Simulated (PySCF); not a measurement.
# C₈H₁₃FSi: what the fields show

```xyz
23

C     3.7262    0.4833    0.0325
C     2.6322   -0.1600   -0.7462
C     1.3609   -0.1618   -0.3763
Si    0.3242    0.3430    1.1165
C    -0.7988   -0.8539    0.1086
C    -2.2223   -0.5401   -0.2577
C    -3.0852    0.2577    0.6706
C    -2.6182    0.8591   -0.6197
C     0.1960   -0.8299   -1.0676
F     0.4841   -2.0816   -1.5780
H     4.4767   -0.2564    0.3101
H     4.2219    1.2420   -0.5729
H     3.3307    0.9466    0.9335
H     2.9316   -0.6528   -1.6654
H    -0.0580    1.7543    1.1656
H     0.7178   -0.1355    2.4405
H    -0.7644   -1.8538    0.5523
H    -2.7131   -1.3346   -0.8117
H    -4.1274   -0.0056    0.7690
H    -2.6367    0.6157    1.5856
H    -1.8632    1.6296   -0.5788
H    -3.3399    1.0033   -1.4096
H    -0.1797   -0.2418   -1.9136
```

Geometry: GFN2-xTB.

Level of theory: PBE0/pcSseg-1, SCF density, gas phase, non-relativistic (PySCF).

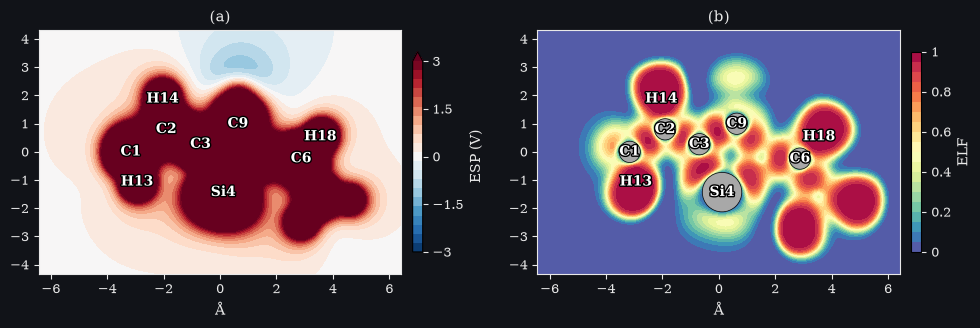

Figure 1. (a) electrostatic potential; (b) ELF on the plane of atoms C3, C2 and H14. Grey discs cover the atomic cores in the ELF map.

Interpret the plot.

The plane passes through C, Si and H nuclei. C–C (1.32 Å): the ELF peaks at about 0.95 between the atoms (a short, multiple covalent bond). C–Si (1.89 Å): the ELF peaks at about 0.95 between the atoms (a covalent bond). C–H (1.09 Å): the ELF climbs to about 1 towards the hydrogen, as it does in any bond to H: a covalent bond by its length. C–C (1.49 Å): the ELF peaks at about 0.95 between the atoms, as expected for a shared electron pair. Outside the dense part of the molecule the potential is most negative (−1.1 V) near F10, which lies off the plane.

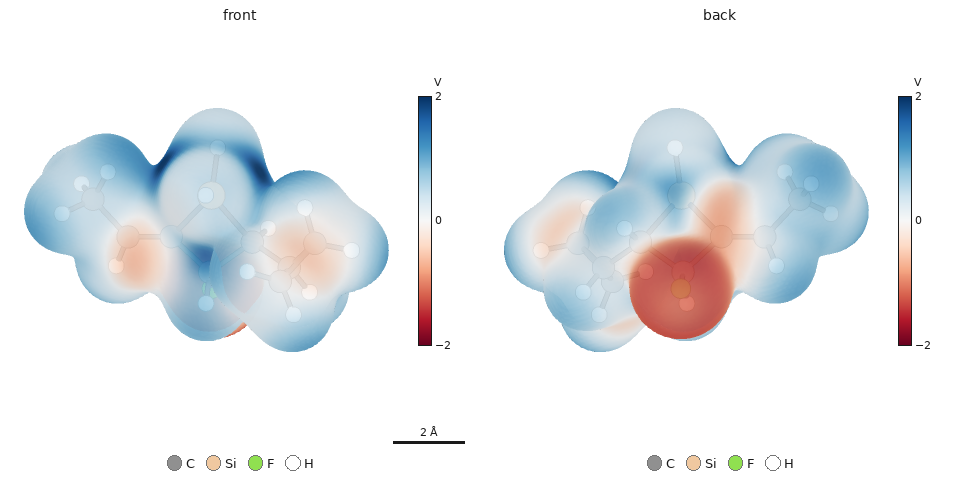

Figure 2. The electrostatic potential painted on the density surface at 0.004 e/bohr³, seen from the front and from behind; red is negative and blue positive.

Which sites attract a positive test charge, and which a negative one?

A positive charge is drawn to the negative regions and a negative charge to the positive ones. The most negative region (about −1.3 V, or −30 kcal/mol for a unit charge) lies over F10, the most positive (about +1.9 V, or +44 kcal/mol for a unit charge) over Si4.
